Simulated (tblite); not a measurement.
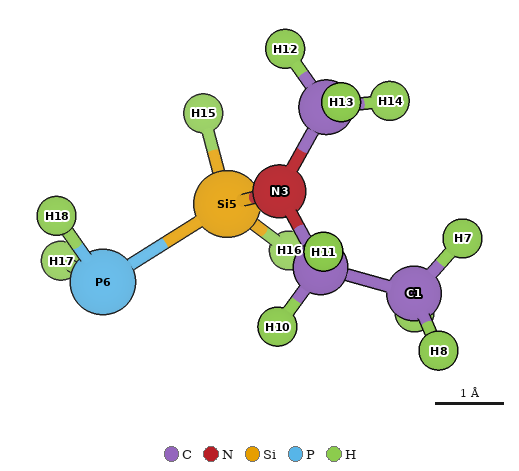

Figure 1. The structure as given in the input (ball-and-stick view, seen at a tilt; atoms are numbered from 1 in the order of the input).

# C3H12NPSi: geometry relaxation (part 1 of 4)

C3H12NPSi, computed with GFN2-xTB geometry optimisation, gas phase (tblite 0.8.0).

It belongs to a series of runs on one base structure; here: H on N replaced by C2H5.

### What the program printed
```
step      E/eV     max force
  0    -536.71190    2.109
  1    -536.79479    0.685
  2    -536.82272    0.501
  3    -536.84798    0.467
  4    -536.86216    0.467
  5    -536.87585    0.390
  6    -536.88380    0.238
  7    -536.88864    0.197
  8    -536.89210    0.166
  9    -536.89598    0.194
 10    -536.90016    0.181
 11    -536.90486    0.174
 12    -536.90875    0.181
 13    -536.91123    0.161
 14    -536.91290    0.128
 15    -536.91419    0.105
 16    -536.91530    0.090
 17    -536.91629    0.065
 18    -536.91719    0.090
 19    -536.91812    0.111
 20    -536.91925    0.098
 21    -536.92066    0.111
 22    -536.92249    0.118
 23    -536.92478    0.113
 24    -536.92731    0.164
 25    -536.92986    0.172
 26    -536.93254    0.140
 27    -536.93563    0.151
 28    -536.93907    0.146
 29    -536.94202    0.101
 30    -536.94394    0.096
 31    -536.94532    0.097
 32    -536.94658    0.102
 33    -536.94772    0.099
 34    -536.94872    0.083
 35    -536.94969    0.070
 36    -536.95077    0.074
 37    -536.95200    0.077
 38    -536.95319    0.078
 39    -536.95428    0.074
 40    -536.95552    0.103
 41    -536.95718    0.119
 42    -536.95917    0.130
 43    -536.96103    0.094
 44    -536.96250    0.094
 45    -536.96379    0.097
 46    -536.96528    0.084
 47    -536.96694    0.079
 48    -536.96835    0.124
 49    -536.96970    0.114
 50    -536.97129    0.119
 51    -536.97410    0.119
 52    -536.97670    0.125
 53    -536.97987    0.139
 54    -536.98225    0.104
 55    -536.98417    0.093
 56    -536.98536    0.087
 57    -536.98633    0.075
 58    -536.98721    0.053
 59    -536.98838    0.059
 60    -536.98902    0.066
 61    -536.99000    0.052
 62    -536.99062    0.055
 63    -536.99129    0.070
 64    -536.99190    0.060
 65    -536.99242    0.050
 66    -536.99278    0.045
 67    -536.99316    0.049
 68    -536.99368    0.053
 69    -536.99428    0.057
 70    -536.99480    0.052
 71    -536.99521    0.046
 72    -536.99574    0.055
 73    -536.99666    0.085
 74    -536.99811    0.114
 75    -536.99962    0.103
 76    -537.00079    0.101
 77    -537.00148    0.062
 78    -537.00197    0.049
 79    -537.00254    0.056
 80    -537.00331    0.066
 81    -537.00414    0.092
 82    -537.00499    0.077
 83    -537.00596    0.093
 84    -537.00705    0.086
 85    -537.00816    0.122
 86    -537.00900    0.065
 87    -537.00952    0.042
 88    -537.00978    0.038
 89    -537.00998    0.036
 90    -537.01024    0.036
 91    -537.01055    0.038
 92    -537.01083    0.033
 93    -537.01099    0.025
 94    -537.01107    0.025
 95    -537.01114    0.022
 96    -537.01122    0.018
 97    -537.01129    0.018
 98    -537.01133    0.014
 99    -537.01136    0.013
100    -537.01139    0.012
101    -537.01142    0.017
102    -537.01145    0.014
103    -537.01148    0.015
104    -537.01152    0.019
105    -537.01157    0.023
106    -537.01165    0.027
107    -537.01172    0.018
108    -537.01177    0.013
109    -537.01180    0.013
110    -537.01182    0.011
111    -537.01184    0.010
```

### Trajectory as extended XYZ (Å, eV, eV/Å), 45 of the 112 frames kept, from step=0 to step=111
```
18
Properties=species:S:1:pos:R:3:forces:R:3 step=0 energy=-536.71190
C    -1.9874   -0.9589   -0.3004   -0.4590   0.0950   0.2840
C    -0.8517   -0.2122   -0.9913    0.8480  -0.2070   0.5720
N     0.0787    0.4768   -0.0545   -1.7290   0.8460  -0.8620
C    -0.6034    1.6453    0.5364    0.5150  -0.5100   0.4960
Si    1.3447   -0.3269    0.7743   -0.2410   0.2250   0.5610
P     2.8451   -0.9378   -0.7273    0.8240  -0.1950  -0.3310
H    -2.6495   -0.2675    0.2442    0.3250  -0.2320  -0.1360
H    -2.6018   -1.4591   -1.0482    0.0690   0.0030  -0.0200
H    -1.6249   -1.7195    0.3985    0.0450   0.2750  -0.1650
H    -0.2949   -0.9335   -1.5967    0.2970   0.0030   0.2060
H    -1.2664    0.5013   -1.7003   -0.0180   0.3450   0.0930
H     0.1216    2.3492    0.9505    0.0890  -0.2410  -0.0400
H    -1.1946    2.1968   -0.1845   -0.0260  -0.1630  -0.3400
H    -1.2654    1.3389    1.3594    0.0710   0.0620  -0.1390
H     1.9620    0.6380    1.7158   -0.2700  -0.1600  -0.1040
H     0.7873   -1.4933    1.4954    0.3050   0.0050   0.0500
H     3.9059   -1.1881    0.1842   -0.5500   0.2640  -0.3960
H     3.2860    0.3569   -1.0674   -0.0960  -0.4150   0.2700
18
Properties=species:S:1:pos:R:3:forces:R:3 step=3 energy=-536.84798
C    -1.9966   -0.9584   -0.2978    0.1060   0.0290  -0.0940
C    -0.8397   -0.2155   -0.9787   -0.1330  -0.0020  -0.1340
N     0.0390    0.5008   -0.0761    0.1660  -0.0500   0.1000
C    -0.6003    1.6378    0.5466   -0.1000   0.1030  -0.0180
Si    1.3140   -0.3066    0.7745    0.0360  -0.0860  -0.3070
P     2.8709   -0.9510   -0.7461   -0.4420  -0.1030  -0.1080
H    -2.6382   -0.2716    0.2436   -0.0110   0.0690   0.0520
H    -2.5985   -1.4589   -1.0504   -0.0100  -0.0200  -0.0520
H    -1.6215   -1.7062    0.3932    0.0690  -0.0070   0.0530
H    -0.2699   -0.9336   -1.5785    0.2020   0.0670   0.2360
H    -1.2626    0.5117   -1.6863    0.0120   0.0190   0.0540
H     0.1340    2.3324    0.9497    0.1100  -0.1480   0.0010
H    -1.1893    2.1812   -0.1941   -0.0190  -0.0220  -0.0630
H    -1.2661    1.3412    1.3594   -0.0760   0.0150   0.0920
H     1.9442    0.6321    1.7128   -0.1930   0.0060  -0.0200
H     0.8083   -1.4931    1.4997    0.2070   0.0530   0.0160
H     3.8797   -1.1706    0.1667    0.0100   0.1130   0.0920
H     3.2837    0.3346   -1.0499    0.0660  -0.0380   0.0990
18
Properties=species:S:1:pos:R:3:forces:R:3 step=5 energy=-536.87585
C    -1.9942   -0.9573   -0.3025    0.0040   0.0060   0.0300
C    -0.8429   -0.2154   -0.9807    0.0970   0.0530   0.0140
N     0.0320    0.5080   -0.0791   -0.0150  -0.0680   0.0800
C    -0.6069    1.6410    0.5493    0.0240  -0.0410   0.0110
Si    1.3008   -0.3018    0.7541    0.3190  -0.2210  -0.0340
P     2.8556   -0.9643   -0.7619   -0.2680   0.0170   0.0560
H    -2.6330   -0.2689    0.2464    0.0110   0.0130  -0.0330
H    -2.5972   -1.4599   -1.0546    0.0050   0.0010   0.0020
H    -1.6153   -1.6995    0.3936    0.0510  -0.0290   0.0150
H    -0.2430   -0.9296   -1.5538    0.0580   0.0620   0.0850
H    -1.2599    0.5178   -1.6765   -0.0470   0.0160  -0.1600
H     0.1479    2.3143    0.9497   -0.0090  -0.0370   0.0050
H    -1.1875    2.1720   -0.2021   -0.0790   0.1280  -0.0230
H    -1.2717    1.3437    1.3656   -0.0380   0.0500   0.0170
H     1.9215    0.6295    1.7095   -0.1670   0.0090  -0.0780
H     0.8333   -1.4894    1.5029    0.1390   0.0390  -0.0120
H     3.8652   -1.1543    0.1631   -0.0870  -0.0070   0.0520
H     3.2866    0.3204   -1.0347    0.0030   0.0110  -0.0280
18
Properties=species:S:1:pos:R:3:forces:R:3 step=8 energy=-536.89210
C    -1.9910   -0.9566   -0.3032    0.0350   0.0060  -0.0040
C    -0.8387   -0.2099   -0.9802    0.0120  -0.0010   0.0140
N     0.0298    0.5043   -0.0708   -0.0230  -0.0210   0.0550
C    -0.6098    1.6400    0.5505    0.0090  -0.0010   0.0120
Si    1.3131   -0.3124    0.7416   -0.1010   0.0590   0.0810
P     2.8327   -0.9692   -0.7671    0.1230   0.0130  -0.0580
H    -2.6291   -0.2664    0.2445    0.0120  -0.0050  -0.0300
H    -2.5950   -1.4599   -1.0555    0.0330   0.0090   0.0290
H    -1.6075   -1.6976    0.3943    0.0170   0.0100  -0.0220
H    -0.2229   -0.9225   -1.5345    0.0030   0.0060  -0.0410
H    -1.2604    0.5198   -1.6848    0.0590  -0.0760  -0.0500
H     0.1539    2.3020    0.9505   -0.0370   0.0380   0.0220
H    -1.1908    2.1769   -0.2046    0.0460   0.0240   0.0890
H    -1.2778    1.3504    1.3693   -0.0090   0.0430  -0.0310
H     1.8939    0.6304    1.7007   -0.0540   0.0770  -0.0130
H     0.8605   -1.4869    1.5047    0.0820  -0.0920   0.0330
H     3.8443   -1.1480    0.1634   -0.1410  -0.0870  -0.0040
H     3.2859    0.3120   -1.0304   -0.0660  -0.0040  -0.0810
18
Properties=species:S:1:pos:R:3:forces:R:3 step=10 energy=-536.90016
C    -1.9860   -0.9556   -0.3034    0.0350   0.0040  -0.0430
C    -0.8337   -0.2068   -0.9787   -0.0480  -0.0760  -0.0600
N     0.0267    0.4991   -0.0598   -0.0210   0.0480  -0.0320
C    -0.6097    1.6388    0.5526   -0.0290   0.0780   0.0460
Si    1.3155   -0.3163    0.7432   -0.1700   0.0590  -0.0150
P     2.8283   -0.9694   -0.7737   -0.0560  -0.0410  -0.1190
H    -2.6259   -0.2654    0.2400    0.0060   0.0140   0.0120
H    -2.5906   -1.4590   -1.0531    0.0190  -0.0190  -0.0170
H    -1.6012   -1.6965    0.3928    0.0150   0.0170  -0.0020
H    -0.2128   -0.9176   -1.5286    0.0090  -0.0370  -0.0500
H    -1.2555    0.5134   -1.6970    0.1060  -0.0600   0.0640
H     0.1525    2.2999    0.9533    0.0150   0.0600   0.0500
H    -1.1894    2.1845   -0.1974    0.0700  -0.0270   0.0280
H    -1.2823    1.3588    1.3685   -0.0360   0.0000   0.0290
H     1.8731    0.6391    1.6941    0.0270   0.1320   0.0630
H     0.8836   -1.4945    1.5086    0.0570  -0.1180   0.0460
H     3.8196   -1.1546    0.1646    0.0180  -0.0890   0.0730
H     3.2792    0.3084   -1.0376   -0.0180   0.0540  -0.0720
18
Properties=species:S:1:pos:R:3:forces:R:3 step=13 energy=-536.91123
C    -1.9774   -0.9548   -0.3075   -0.0330  -0.0320  -0.0170
C    -0.8276   -0.2101   -0.9809    0.0300  -0.0210  -0.0080
N     0.0165    0.4990   -0.0492    0.0210   0.0540  -0.0440
C    -0.6122    1.6442    0.5624   -0.0210   0.0250   0.0260
Si    1.3047   -0.3169    0.7450    0.0400   0.0030   0.0240
P     2.8126   -0.9733   -0.7933   -0.1330   0.0290   0.0860
H    -2.6186   -0.2630    0.2339    0.0260   0.0000   0.0040
H    -2.5822   -1.4612   -1.0529   -0.0140  -0.0520  -0.0530
H    -1.5894   -1.6920    0.3904    0.0020   0.0070   0.0160
H    -0.1943   -0.9157   -1.5237    0.0020  -0.0690  -0.0110
H    -1.2371    0.5002   -1.7094    0.0210   0.0560   0.0170
H     0.1530    2.3024    0.9643    0.0050   0.0140   0.0570
H    -1.1808    2.1945   -0.1871   -0.0020   0.0240  -0.0750
H    -1.2940    1.3715    1.3722   -0.0240  -0.0160   0.0600
H     1.8425    0.6658    1.6892    0.0300   0.0190  -0.0030
H     0.9277   -1.5174    1.5189    0.0300   0.0100  -0.0140
H     3.7812   -1.1737    0.1717    0.0170  -0.0400  -0.0420
H     3.2668    0.3069   -1.0557    0.0040  -0.0110  -0.0220
18
Properties=species:S:1:pos:R:3:forces:R:3 step=15 energy=-536.91419
C    -1.9776   -0.9569   -0.3101    0.0070  -0.0110  -0.0130
C    -0.8253   -0.2128   -0.9825    0.0310   0.0340   0.0210
N     0.0163    0.5031   -0.0506    0.0240  -0.0030   0.0250
C    -0.6145    1.6479    0.5662   -0.0040  -0.0220  -0.0240
Si    1.3025   -0.3151    0.7477    0.0190   0.0480   0.0690
P     2.8012   -0.9721   -0.7921   -0.0140   0.0360   0.0720
H    -2.6156   -0.2626    0.2330    0.0150  -0.0190  -0.0260
H    -2.5814   -1.4654   -1.0566    0.0050  -0.0240  -0.0090
H    -1.5873   -1.6906    0.3910   -0.0130  -0.0030  -0.0030
H    -0.1916   -0.9208   -1.5249   -0.0130  -0.0170   0.0260
H    -1.2309    0.5007   -1.7095   -0.0020   0.0330  -0.0120
H     0.1531    2.3049    0.9709   -0.0470  -0.0280   0.0250
H    -1.1782    2.1974   -0.1895   -0.0010   0.0170  -0.0040
H    -1.2978    1.3726    1.3769    0.0150   0.0090  -0.0160
H     1.8404    0.6735    1.6892    0.0150  -0.0180  -0.0190
H     0.9375   -1.5223    1.5202    0.0180   0.0480  -0.0200
H     3.7759   -1.1815    0.1705   -0.0390  -0.0170  -0.0960
H     3.2645    0.3064   -1.0616   -0.0160  -0.0630   0.0030
18
Properties=species:S:1:pos:R:3:forces:R:3 step=18 energy=-536.91719
C    -1.9748   -0.9594   -0.3149    0.0300   0.0160  -0.0020
C    -0.8196   -0.2119   -0.9826   -0.0180   0.0020   0.0020
N     0.0176    0.5059   -0.0473   -0.0210  -0.0230   0.0230
C    -0.6175    1.6495    0.5677    0.0000  -0.0070  -0.0110
Si    1.3019   -0.3083    0.7575   -0.0180   0.0270   0.0020
P     2.7834   -0.9689   -0.7866   -0.0260  -0.0480  -0.0710
H    -2.6109   -0.2642    0.2280   -0.0260  -0.0090  -0.0290
H    -2.5781   -1.4721   -1.0608    0.0410   0.0150   0.0160
H    -1.5856   -1.6896    0.3907   -0.0040  -0.0130  -0.0190
H    -0.1882   -0.9262   -1.5209    0.0070   0.0400   0.0290
H    -1.2229    0.5034   -1.7116    0.0170  -0.0160   0.0160
H     0.1472    2.3037    0.9815   -0.0230  -0.0090   0.0020
H    -1.1752    2.2031   -0.1909    0.0040  -0.0100   0.0310
H    -1.3012    1.3758    1.3789   -0.0150  -0.0090  -0.0530
H     1.8380    0.6829    1.6880    0.0470   0.0410   0.0560
H     0.9537   -1.5228    1.5208   -0.0160   0.0300   0.0250
H     3.7640   -1.1931    0.1591    0.0210  -0.0170  -0.0280
H     3.2595    0.2987   -1.0682   -0.0010  -0.0110   0.0110
18
Properties=species:S:1:pos:R:3:forces:R:3 step=20 energy=-536.91925
C    -1.9702   -0.9599   -0.3185   -0.0210   0.0000   0.0230
C    -0.8160   -0.2103   -0.9816   -0.0110  -0.0260   0.0050
N     0.0160    0.5059   -0.0421   -0.0140   0.0080  -0.0010
C    -0.6196    1.6493    0.5678   -0.0110   0.0210   0.0310
Si    1.3005   -0.3003    0.7657    0.0540  -0.0160  -0.0390
P     2.7683   -0.9707   -0.7888   -0.0400  -0.0540  -0.0710
H    -2.6095   -0.2666    0.2209   -0.0480   0.0130  -0.0040
H    -2.5715   -1.4758   -1.0625    0.0320   0.0110  -0.0240
H    -1.5844   -1.6898    0.3886    0.0200  -0.0130  -0.0030
H    -0.1841   -0.9263   -1.5142    0.0460   0.0260  -0.0090
H    -1.2156    0.5043   -1.7124    0.0090  -0.0090   0.0090
H     0.1404    2.3011    0.9897    0.0330   0.0260   0.0030
H    -1.1727    2.2068   -0.1891   -0.0150   0.0020  -0.0190
H    -1.3054    1.3777    1.3751   -0.0760  -0.0380  -0.0070
H     1.8395    0.6933    1.6916    0.0440   0.0400   0.0540
H     0.9655   -1.5196    1.5236   -0.0390   0.0180   0.0590
H     3.7550   -1.2032    0.1464    0.0340  -0.0300  -0.0050
H     3.2551    0.2905   -1.0719    0.0020   0.0200  -0.0040
18
Properties=species:S:1:pos:R:3:forces:R:3 step=23 energy=-536.92478
C    -1.9629   -0.9620   -0.3238   -0.0480  -0.0250   0.0080
C    -0.8079   -0.2093   -0.9765    0.0600   0.0080   0.0390
N     0.0132    0.5081   -0.0284    0.0560   0.0550   0.0220
C    -0.6280    1.6519    0.5722   -0.0340   0.0190   0.0510
Si    1.3074   -0.2784    0.7837    0.0830  -0.0260  -0.0120
P     2.7287   -0.9825   -0.8027    0.0940   0.0430   0.0390
H    -2.6162   -0.2714    0.2022   -0.0290  -0.0040   0.0270
H    -2.5493   -1.4841   -1.0729   -0.0170  -0.0110  -0.0790
H    -1.5800   -1.6932    0.3832    0.0150   0.0230   0.0390
H    -0.1678   -0.9226   -1.5004    0.0630  -0.0040  -0.0400
H    -1.1970    0.5064   -1.7108   -0.0210  -0.0090  -0.0020
H     0.1265    2.2992    1.0113    0.0150   0.0210   0.0060
H    -1.1693    2.2155   -0.1886   -0.0010   0.0030  -0.0430
H    -1.3296    1.3739    1.3626   -0.0850  -0.0160   0.0360
H     1.8572    0.7227    1.7101   -0.0260  -0.0750  -0.0810
H     0.9818   -1.5029    1.5417   -0.0400   0.0610   0.0780
H     3.7407   -1.2354    0.1065   -0.0520  -0.0540  -0.0460
H     3.2440    0.2705   -1.0811   -0.0320  -0.0090  -0.0430
18
Properties=species:S:1:pos:R:3:forces:R:3 step=25 energy=-536.92986
C    -1.9600   -0.9652   -0.3276    0.0380  -0.0020  -0.0460
C    -0.7971   -0.2084   -0.9692    0.0520   0.0350   0.0320
N     0.0154    0.5136   -0.0142    0.0370   0.0310   0.0230
C    -0.6381    1.6561    0.5803   -0.0170  -0.0220   0.0030
Si    1.3210   -0.2627    0.7967   -0.0500  -0.0200  -0.0090
P     2.7009   -0.9911   -0.8142    0.0810   0.0540   0.0410
H    -2.6261   -0.2761    0.1880    0.0290  -0.0620   0.0030
H    -2.5304   -1.4911   -1.0882   -0.0050   0.0070  -0.0300
H    -1.5751   -1.6948    0.3816   -0.0390   0.0530   0.0350
H    -0.1486   -0.9181   -1.4919    0.0120   0.0170   0.0140
H    -1.1826    0.5063   -1.7088   -0.0060  -0.0260   0.0370
H     0.1154    2.3002    1.0301   -0.0810  -0.0120   0.0250
H    -1.1665    2.2227   -0.1911    0.0390  -0.0340   0.0190
H    -1.3587    1.3685    1.3536    0.0070   0.0470   0.0020
H     1.8728    0.7430    1.7214   -0.0330  -0.1040  -0.1330
H     0.9900   -1.4823    1.5655   -0.0150   0.0920   0.0620
H     3.7270   -1.2687    0.0694   -0.0330  -0.0580  -0.0170
H     3.2321    0.2543   -1.0930   -0.0180   0.0050  -0.0600
```
